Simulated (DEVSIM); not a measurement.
Structure: abrupt Si p-n junction, at 350 K.

```csv
layer (left to right),material,thickness (μm),Nd (cm⁻³),Na (cm⁻³),τn (s),τp (s)
1,Si,0.900,-,1.6e16,4.1e-7,4.1e-7
2,Si,17.0,4.1e14,-,4.1e-7,4.1e-7
```

Left contact: ohmic. Right contact: ohmic. Voltage is applied to the left contact. Recombination: SRH at mid-gap, radiative. Mobility is μmin + (μ − μmin)/(1 + (N/Nref)^α).

Constants are typed, rounded textbook-type inputs, not results; the design itself was drawn at random and stands for no fabricated device. Values at 300 K; Nc and Nv go as T^1.5, mobilities as T to minus their exponent, the gap by Varshni's rule with the affinity fixed.

```tsv
parameter	Si
gap (eV)	1.124
affinity (eV)	4.05
permittivity	11.7
Nc (cm⁻³)	2.86e19
Nv (cm⁻³)	3.1e19
μn (cm²/Vs)	1417
μp (cm²/Vs)	470
μn,min	52
μp,min	45
Nref,n	9.7e16
Nref,p	2.2e17
αn	0.68
αp	0.72
T exponent of μn	2.3
T exponent of μp	2.2
B (cm³/s)	4.7e-15
Varshni α (eV/K)	0.000473
Varshni β (K)	636
```

Simulated with DEVSIM: 1D drift-diffusion, Boltzmann statistics, complete ionisation; no tunnelling, impact ionisation, image-force lowering or self-heating.

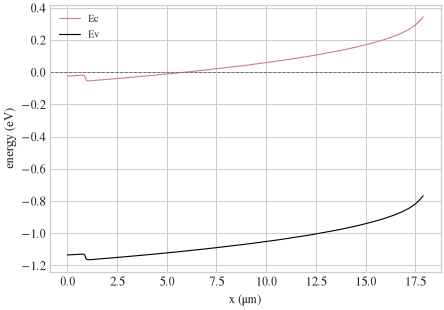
Figure: Band edges at 0.9 V on the left contact

Energies count from the Fermi level of the right contact; mesh points crowd at the junctions.

```csv
x (μm),Ec (eV),Ev (eV),n (cm⁻³),p (cm⁻³),field (V/cm)
0.000,-0.025,-1.135,8900000,1.6e16,75
0.02750,-0.024,-1.135,5.3e13,1.6e16,75
0.08475,-0.024,-1.135,1.6e14,1.6e16,74
0.2130,-0.023,-1.134,4.0e14,1.6e16,72
0.5626,-0.021,-1.131,1.0e15,1.7e16,67
0.7511,-0.019,-1.130,1.3e15,1.7e16,≈ 0
0.8449,-0.022,-1.133,1.6e15,1.6e16,-940
0.8947,-0.033,-1.144,2.5e15,1.1e16,-4200
0.9203,-0.043,-1.154,3.5e15,7.7e15,-2900
0.9720,-0.052,-1.162,4.8e15,5.7e15,-810
1.084,-0.054,-1.165,5.3e15,5.0e15,31
1.476,-0.050,-1.161,5.3e15,4.9e15,100
2.176,-0.043,-1.154,5.1e15,4.7e15,100
3.693,-0.027,-1.138,4.8e15,4.4e15,110
8.993,0.043,-1.068,3.5e15,3.1e15,150
13.66,0.132,-0.979,2.3e15,1.9e15,250
15.96,0.202,-0.908,1.5e15,1.1e15,390
17.02,0.254,-0.857,1.0e15,6.3e14,630
17.61,0.304,-0.807,6.2e14,3.0e14,1100
17.78,0.325,-0.785,4.9e14,1.7e14,1400
17.86,0.337,-0.774,4.3e14,7.0e13,1500
17.90,0.343,-0.767,4.1e14,3.5e8,1500
```
